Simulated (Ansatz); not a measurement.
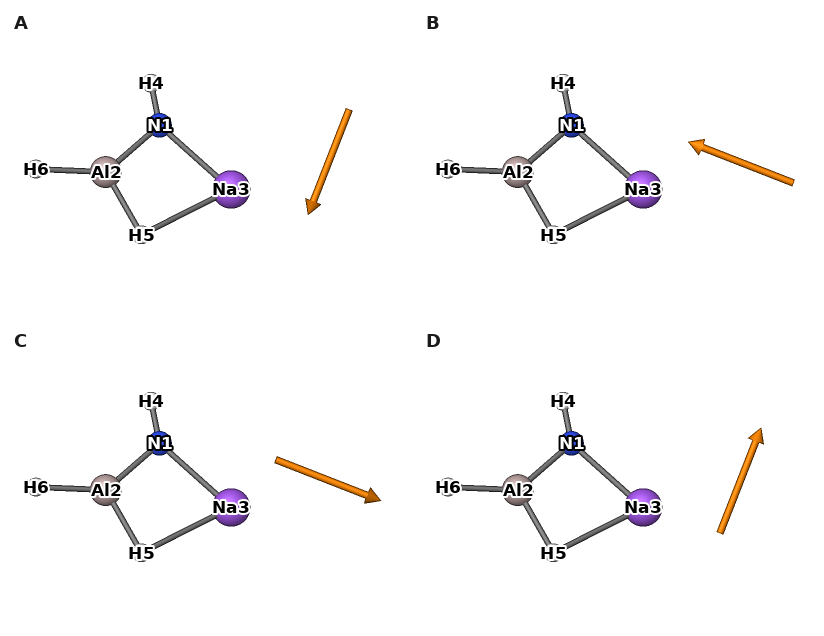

The same molecule four times, each with an arrow. Computed geometry: PBE0-D4/def2-TZVP optimisation. No frequency run is at hand to confirm it as a minimum. Properties computed with RKS PBE0-D4/def2-TZVP (Ansatz 0.2.0).

> Which arrow points along the dipole moment, from the negative to the positive end?

C. The dipole moment is 6.10 D; it points from the side of H6 to the side of Na3 (the outermost atoms at the two ends).
